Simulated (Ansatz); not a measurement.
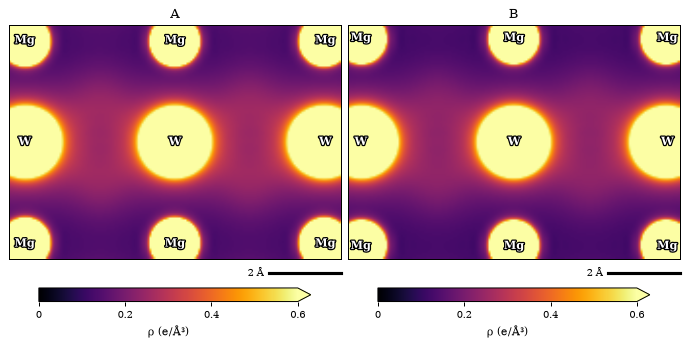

MgW. The valence pseudo-density of two cells that differ in size and shape, on the (11̄0) plane of each (indices in the axes of the calculation cell), at one length scale and on one colour scale: B has 17.1 Å³ an atom and A 16.1.

Space group Cmmm.

The calculation used DFT PBE, scalar-relativistic, plane waves, PAW (Ansatz).

Q: What changes from the larger cell to the smaller?

A: From the larger cell to the smaller, Mg–W goes from 2.91 to 2.84 Å, and the density at its midpoint from 0.21 to 0.23 e/Å³; the pressure goes from 0.0 to 10 GPa.
